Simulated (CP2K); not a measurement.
# MoBr2O2 (SMILES [O]=[Mo](=[O])([Br])[Br]): GFN1-xTB

What is the energy change on altering one bond length of MoBr2O2 at GFN1-xTB? 

Program for the calculation: CP2K 2026.2.

3 further runs of the same task are left out: 1 that didn't finish, 2 set aside as unsound or not needed.

## Step 1: Starting point

MoBr2O2: 5 atoms, total charge 0, spin state singlet. SMILES: `[O]=[Mo](=[O])([Br])[Br]`. Geometry: a GFN2-xTB relaxation, a rough one for these elements and not checked as a minimum.

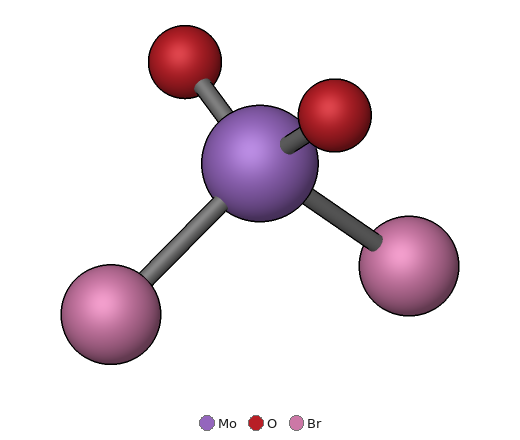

The structure, seen from a chosen angle (molybdenum purple, oxygen red, bromine pink).

## Step 2: The energy at GFN1-xTB

molecule.xyz reads:

```xyz
5

Mo     0.184700    -0.000300     0.129550
O      0.039110    -0.015150     1.749370
O      1.658320     0.011030    -0.558560
Br    -0.948000     1.894140    -0.644550
Br    -0.934140    -1.889710    -0.675810
```

gas.inp reads:

```
&GLOBAL
  PROJECT_NAME gas
  RUN_TYPE ENERGY
  PRINT_LEVEL MEDIUM
&END

&FORCE_EVAL
  METHOD Quickstep
  &DFT
    CHARGE 0
    MULTIPLICITY 1
    &QS
      METHOD XTB
      EPS_DEFAULT 1.0E-10
      &XTB
        GFN_TYPE 1
        CHECK_ATOMIC_CHARGES F
      &END
    &END
    # no periodic images
    &POISSON
      PERIODIC NONE
      POISSON_SOLVER ANALYTIC
    &END
    # self-consistent field
    &SCF
      SCF_GUESS ATOMIC
      EPS_SCF 1.0E-06
      MAX_SCF 30
      &OT ON
        MINIMIZER DIIS
        PRECONDITIONER FULL_ALL
      &END
      &OUTER_SCF
        EPS_SCF 1.0E-06
        MAX_SCF 5
      &END
    &END
    # extra output
    &PRINT
      &MOMENTS
        PERIODIC F
        REFERENCE COM
        MAX_MOMENT 1
      &END
      &MO_CUBES
        NLUMO 5
        NHOMO -1
        WRITE_CUBE F
      &END
      &HIRSHFELD OFF
      &END
    &END
  &END
  &SUBSYS
    # box in angstrom
    &CELL
      ABC [angstrom] 18.6 19.8 18.4
      PERIODIC NONE
    &END
    &TOPOLOGY
      COORD_FILE_NAME molecule.xyz
      COORD_FILE_FORMAT XYZ
      &CENTER_COORDINATES
      &END
    &END
  &END
&END
```

Command:

```console
$ OMP_NUM_THREADS=1 cp2k.psmp -i gas.inp > gas.out 2>&1
```

What it wrote:

```text
CP2K| version string:                                       CP2K version 2026.2
[...]
 GLOBAL| Method name                                                        CP2K
[...]
 GLOBAL| Run type                                                         ENERGY
[...]
                             - Atoms:                                          5
[...]
                             - Spherical basis functions:                     35
[...]
 Number of electrons:                                                         32
[...]
     1 OT DIIS     0.15E+00    0.0     0.26347087       -18.5991934717 -1.86E+01
[...]
     1 OT DIIS     0.15E+00    0.0     0.00000079       -19.4021731712 -7.71E-13
  *** SCF run converged in     1 steps ***
[...]
 TB_DIPOLE| Moment [Debye]         -2.87296305       0.00759565      -2.01569400
 TB_DIPOLE| Derivative [a.u.]       0.00000000       0.00000000       0.00000000
[...]
 ENERGY| Total FORCE_EVAL ( QS ) energy [hartree]            -19.402173171168865
[...]
```

Run time: 1.4 s. Hardware: 1 thread of Intel Xeon Platinum 8488C (Sapphire Rapids), shared host; peak memory 0.19 GiB.

## Step 3: The distorted shape

molecule.xyz reads:

```xyz
5

Mo     0.864332    -1.136983     0.594018
O      0.718742    -1.151833     2.213838
O      2.337952    -1.125653    -0.094092
Br    -0.948000     1.894140    -0.644550
Br    -0.254508    -3.026393    -0.211342
```

molecule.inp reads:

```
&GLOBAL
  PROJECT_NAME molecule
  RUN_TYPE ENERGY
  PRINT_LEVEL MEDIUM
&END GLOBAL
&FORCE_EVAL
  METHOD Quickstep
  &DFT
    CHARGE 0
    MULTIPLICITY 1
    &QS
      METHOD XTB
      EPS_DEFAULT 1.0E-10
      &XTB
        GFN_TYPE 1
        CHECK_ATOMIC_CHARGES F
      &END XTB
    &END QS
    &POISSON
      PERIODIC NONE
      POISSON_SOLVER ANALYTIC
    &END POISSON
    &SCF
      SCF_GUESS ATOMIC
      EPS_SCF 1.0E-06
      MAX_SCF 30
      &OT ON
        MINIMIZER DIIS
        PRECONDITIONER FULL_ALL
      &END OT
      &OUTER_SCF
        EPS_SCF 1.0E-06
        MAX_SCF 5
      &END OUTER_SCF
    &END SCF
    &PRINT
      &MOMENTS
        PERIODIC F
        REFERENCE COM
        MAX_MOMENT 1
      &END MOMENTS
      &MO_CUBES
        NLUMO 5
        NHOMO -1
        WRITE_CUBE F
      &END MO_CUBES
      &HIRSHFELD OFF
      &END HIRSHFELD
    &END PRINT
  &END DFT
  ! atoms, cell and kinds
  &SUBSYS
    ! vacuum box
    &CELL
      ABC [angstrom] 19.3 20.9 18.9
      PERIODIC NONE
    &END CELL
    &TOPOLOGY
      COORD_FILE_NAME molecule.xyz
      COORD_FILE_FORMAT XYZ
      &CENTER_COORDINATES
      &END CENTER_COORDINATES
    &END TOPOLOGY
  &END SUBSYS
&END FORCE_EVAL
```

Command:

```console
$ OMP_NUM_THREADS=1 cp2k.psmp -i molecule.inp -o molecule.out
```

What it wrote:

```text
CP2K| version string:                                       CP2K version 2026.2
[...]
 GLOBAL| Method name                                                        CP2K
[...]
 GLOBAL| Run type                                                         ENERGY
[...]
                             - Atoms:                                          5
[...]
                             - Spherical basis functions:                     35
[...]
 Number of electrons:                                                         32
[...]
     1 OT DIIS     0.15E+00    0.0     0.28648034       -18.2676561678 -1.83E+01
[...]
    17 OT DIIS     0.15E+00    0.0     0.00000062       -19.2973935924 -1.38E-10
  *** SCF run converged in    17 steps ***
[...]
 TB_DIPOLE| Moment [Debye]         -1.88183376      -1.90144875      -1.34101490
 TB_DIPOLE| Derivative [a.u.]       0.00000000       0.00000000       0.00000000
[...]
 ENERGY| Total FORCE_EVAL ( QS ) energy [hartree]            -19.297393592402887
[...]
```

Wall time 1.9 s (1 thread of Intel Xeon Platinum 8488C (Sapphire Rapids), shared host); peak memory 0.19 GiB.

## Step 4: What came out

At GFN1-xTB:

| quantity | value |
| --- | --- |
| first shape: total energy | -19.40217 Eh |
| first shape: dipole moment (from atomic charges alone) | 3.51 D |
| first shape: HOMO energy | -12.99 eV |
| first shape: dispersion energy | -7.14 kJ/mol |
| distorted shape: total energy | -19.29739 Eh |
| distorted shape: dipole moment (from atomic charges alone) | 2.99 D |
| distorted shape: HOMO energy | -10.90 eV |
| distorted shape: dispersion energy | -6.31 kJ/mol |
| energy change with the Mo1–Br4 bond stretched from 2.339 to 3.742 Å | 2.851 eV |

In words: With the Mo1–Br4 bond stretched from 2.339 to 3.742 Å the energy rises by 2.85 eV (66 kcal/mol). The first shape isn't relaxed at this level, so the change isn't measured from a minimum. A restricted reference can't describe the breaking bond well at this length. The dipole (first shape) comes from point charges on the atoms alone, without atomic dipoles, so it is partial. The dipole (distorted shape) comes from point charges on the atoms alone, without atomic dipoles, so it is partial.
